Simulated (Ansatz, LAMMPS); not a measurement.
# Static equation of state of Ga2O3 with crystalline order left by the classical run (95 atoms)

Density of this cell: 5.58 g/cm³. The cell holds 95 atoms: 38 Ga and 57 O. Its edges and angles: a = 10.489 Å, b = 9.998 Å, c = 10.157 Å, α = 90.7°, β = 85.4°, γ = 94.1°. The starting structure: 95 atoms (38 Fe, 57 O) placed at random at 4.44 g/cm³, melted at 5000 K for 10 ps at fixed volume with the Morse and Coulomb pair potential with partial charges (Pedone, Malavasi, Menziani, Cormack and Segre, J. Phys. Chem. B 110, 11780 (2006)). Quenched from 5000 K to 300 K at 50 K/ps and fixed volume, held 5 ps, then minimised at fixed cell. Then Fe was replaced by Ga and the cell scaled by 1.003 (the potential has no terms for the new elements, so the cell is a start for a DFT relaxation).

Calculated with Ansatz 0.2.0: Kohn-Sham DFT, PBE, PAW (set soft_2), plane waves; cutoff 420 eV, Γ point, fixed occupations. Cell and atoms were relaxed first, to V0 = 11.148 Å³ an atom at a residual P0 = -0.004 GPa. The cell was then scaled evenly, and the atoms were relaxed at each volume.

```
volume (Å³/atom)  pressure (GPa)
          10.033               ?
          10.479           8.062
          10.813           3.396
          11.482          -3.071
          11.817          -3.509
```

Task: Fit the third-order Birch–Murnaghan equation to the rows given and extrapolate to the withheld row.

**Working.**

Take the Eulerian strain f = ½[(V0/V)^(2/3) − 1] and the normalised pressure F = (P − P0) / [3f(1 + 2f)^(5/2)]. The third-order Birch–Murnaghan equation is then the line F = B0 + (3/2)B0(B′ − 4) f, so u = f and v = F.

| u = f | v = F (GPa) |
| --- | --- |
| 0.0210564 | 115.181 |
| 0.0102569 | 105.048 |
| -0.00975669 | 110.065 |
| -0.0190506 | 67.5761 |

With n = 4: mean u = 6.2650e-4, mean v = 99.4676, Σ(u − ū)² = 0.0010051, Σ(u − ū)(v − v̄) = 0.89227. Slope b = 0.89227 / 0.0010051 = 887.72; intercept a = v̄ − b ū = 98.911.

So B0 = a = 98.9 GPa and B′ = 4 + 2b/(3a) = 9.98. At the withheld volume f = 0.03638, F = a + b f = 131.2 GPa, and P = P0 + 3f(1 + 2f)^(5/2) F.

Prediction at 10.033: 17.07 GPa. The run gave 14.73 GPa, so the fit is high by 2.3 GPa (16 % of the value).

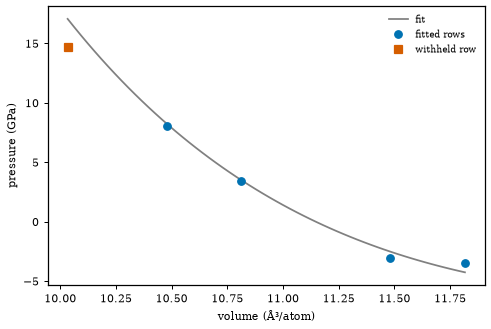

The fit, the rows that it rests on and the withheld row.

The series isn't one smooth equation of state: even a line fitted to all rows, the withheld one included, misses F by up to 26.1 %, the count of bonds changes along the series and an atom moves over 0.5 Å in some relaxation. B0 and B′ are then only the numbers of this fit, not moduli of the material. Among the rows given, the largest miss of the fit is at 11.817, by 0.75 GPa (4.1 % of the range of the table).

Limits: Static cells at zero temperature; the cell shape is held. The program notes that the SCF threshold of these relaxations is loose for the stress. The quench rate of 50 K/ps is many orders above laboratory rates, so the cell is likely richer in defects and strain than a real sample. The network of bonds at the start is that of the classical potential that made the cell, and needn't be the one that DFT or experiment would give. Only the Γ point is sampled, in a cell whose shortest periodic width is 10 Å.

[Logs are printed without paths, hosts, clocks, repeated set-up lines and the standing remarks that a program may print on its own settings, such as how far it seeks lower states.]

[Hosts, paths, dates, database ids (printed as entryN), source tags and the programs' standing remarks are cut or masked in the printed files.]
